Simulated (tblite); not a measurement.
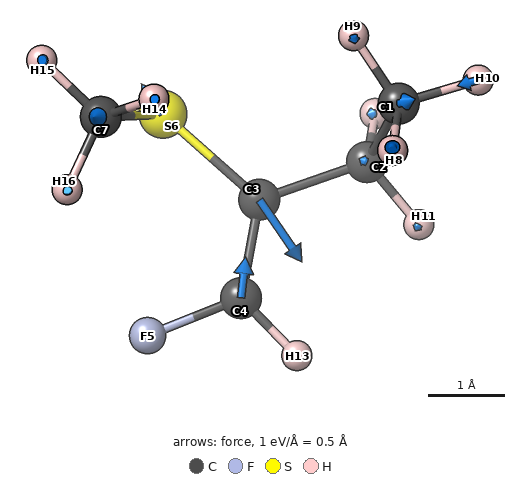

Starting geometry of C$_{5}$H$_{9}$FS with the computed forces as blue arrows. The picture is a ball-and-stick view, seen at a tilt.

All numbers below come from tblite 0.8.0, GFN2-xTB geometry optimisation, gas phase. 

What follows when this structure is relaxed?

It isn't relaxed: the largest force vector, on a C atom, is 2.05 eV/Å. The final displacements have little in common with the starting forces (cosine between the two patterns 0.05). Over 125 geometry steps the energy falls by 16.6 kJ/mol. The atom that moves furthest after the best rigid fit is an H atom (1.15 Å). Largest moves by element: H 1.15 Å, F 0.76 Å, S 0.73 Å, C 0.47 Å. Among the contacts that change: C–S 1.735 → 1.764 Å, C–H 1.108 → 1.087 Å, C–C 1.348 → 1.327 Å, C–C 1.521 → 1.504 Å. Bond angles that change, for instance: C–C–S 121.9° → 128.4°, C–C–S 117.9° → 111.7°, C–S–C 100.2° → 105.5°. Groups turn about C–S by about 50°.
